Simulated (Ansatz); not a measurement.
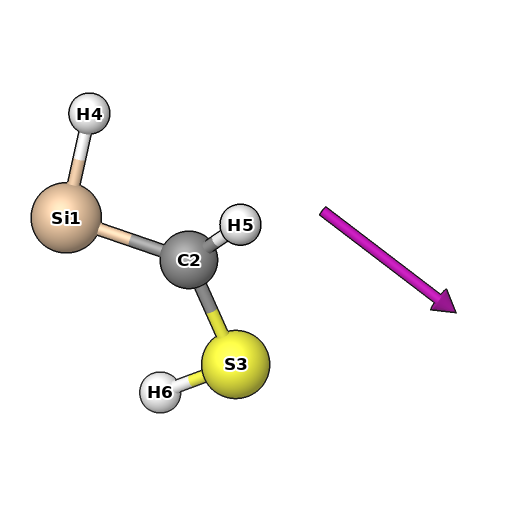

The arrow beside the molecule shows the direction of the dipole moment, from the negative to the positive end (its length means nothing). State: neutral, doublet. The geometry was computed by an optimisation with PBE-D4/def2-SVP. No frequency run is at hand to confirm it as a minimum. Method: UKS PBE-D4/def2-SVP (Ansatz 0.2.0).

Estimate the dipole moment.

1.59 D; it points from the side of H4 to the side of S3 (the outermost atoms at the two ends).
